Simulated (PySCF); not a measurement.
# C3H6F2, SMILES `C=C.FCF`: electronic structure

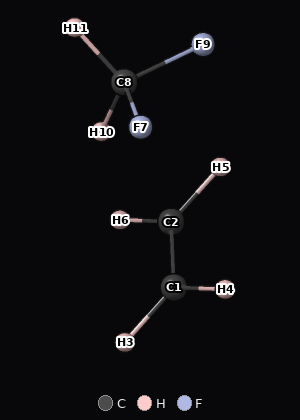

The molecule, with its atoms numbered as below. The pair's geometry is semi-empirical, so its contact may be too short or too long.

Geometry (Å), atoms numbered from 1:

```
C1      -2.2477   -0.6935   -0.2276
C2      -2.2913    0.5631    0.1655
H3      -2.7217   -1.4845    0.3310
H4      -1.7367   -0.9915   -1.1287
H5      -1.8194    1.3533   -0.3959
H6      -2.8045    0.8630    1.0654
F7       1.6892   -1.0418   -0.0933
C8       1.2730    0.0902    0.5020
F9       1.2476    1.0637   -0.4260
H10      0.2516   -0.0619    0.8791
H11      1.9956    0.3653    1.2825
```

Part 1: Bonding charge

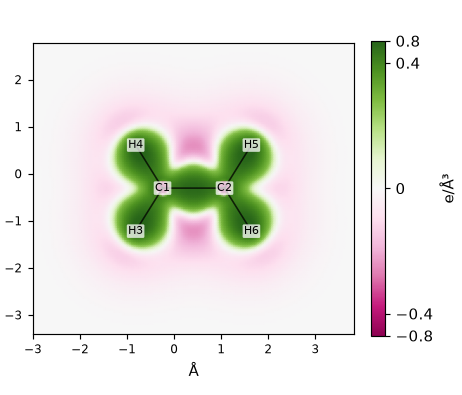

Deformation density (molecule less spherical, spin-averaged free atoms) in the plane of C1, C2, H3, H4, H5 and H6; colour scale in e/Å³, logarithmic beyond ±0.1; green: gain, pink: loss.

Level of theory: PBE0/def2-SVPD (PySCF), at a geometry from GFN2-xTB.

**Describe the bonding that the map shows.**

C1–H4: +0.72 e/Å³ at the bond critical point (bond length 1.08 Å). C2–H5: +0.72 e/Å³ at the bond critical point (bond length 1.08 Å). C1–C2: +0.72 e/Å³ at the bond critical point (bond length 1.32 Å). C1–H3: +0.72 e/Å³ at the bond critical point (bond length 1.08 Å). C2–H6: +0.72 e/Å³ at the bond critical point (bond length 1.08 Å). In all, 2.4 electrons gather in the regions of gain relative to the promolecule.

Part 2: Bond critical points

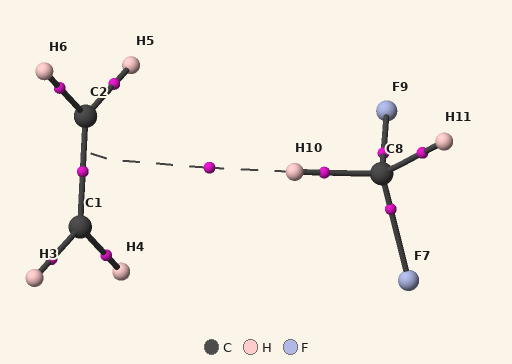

Molecular graph of the electron density (QTAIM): bond paths, bond critical points (magenta), ring points (cyan, if any); weak paths are dashed.

**How many critical points of each kind are there, and does the count close?**

11 nuclei, 10 bond, 0 ring and 0 cage critical points: 11 − 10 + 0 − 0 = 1, as the Poincaré–Hopf relation requires.

**Tabulate density, Laplacian, ellipticity and energy density at the bond critical points (atomic units).**

| bond | length (Å) | ρ (a.u.) | ∇²ρ (a.u.) | ε | H (a.u.) |
| --- | --- | --- | --- | --- | --- |
| C1–C2 | 1.317 | 0.348 | −0.95 | 0.37 | −0.381 |
| C8–H10 | 1.099 | 0.293 | −1.21 | 0.02 | −0.329 |
| C8–H11 | 1.099 | 0.292 | −1.19 | 0.03 | −0.324 |
| C1–H4 | 1.078 | 0.285 | −1.09 | 0.01 | −0.314 |
| C2–H5 | 1.078 | 0.284 | −1.09 | 0.01 | −0.313 |
| C1–H3 | 1.078 | 0.284 | −1.09 | 0.01 | −0.313 |
| C2–H6 | 1.078 | 0.284 | −1.08 | 0.01 | −0.312 |
| F7–C8 | 1.345 | 0.260 | +0.04 | 0.27 | −0.376 |
| C8–F9 | 1.345 | 0.260 | +0.05 | 0.27 | −0.376 |
| C2–H10 | 2.714 | 0.009 | +0.02 | 0.46 | +0.001 |

**What kind of interaction is C1–H3?**

Shared-shell (covalent): ρ = 0.284, ∇²ρ = −1.09, H = −0.313 a.u.

**Are there bond paths between atoms that aren't covalently bonded?**

Yes: C2–H10 (2.71 Å, ρ = 0.009).

Part 3: Electrostatic potential

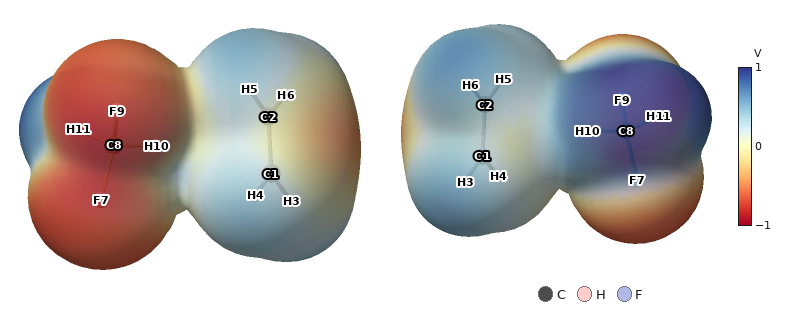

Electrostatic potential on the surface of electron density 0.001 a.u. (back view left, front view right).

**Where are the extremes of the potential on the surface?**

Highest: 0.99 V, 1.3 Å from H11. Further maxima include 0.70 V, 1.3 Å from H6. Lowest: −0.81 V, 1.7 Å from F7. Further minima include −0.52 V, off the C1–C2 bond (2.2 Å from its atoms); 0.04 V, off the C1–C2 bond (2.2 Å from its atoms). The surface is sampled at points, so like sites can differ by a few per cent and only the strongest of them is named.

Part 4: Binding density

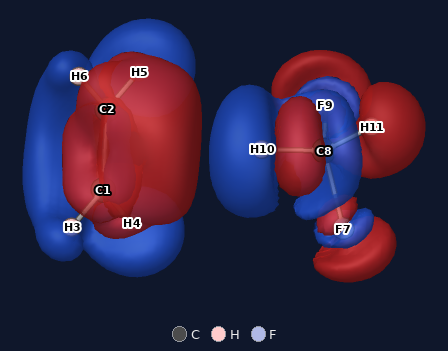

Density of the complex less the densities of the two fragments at the same geometry, ±0.0008 e/Å³ (red: gain, blue: loss). Fragment A: H4C2 (atoms 1–6); fragment B: H2CF2.

**Which way does charge flow?**

Hirshfeld charges show 0.006 e passing from A to B. By Hirshfeld charges, electrons gather most on C2 (−0.003 e) and leave H10 most (+0.006 e); 0.04 e is displaced in all, which induces a dipole of 0.25 D.
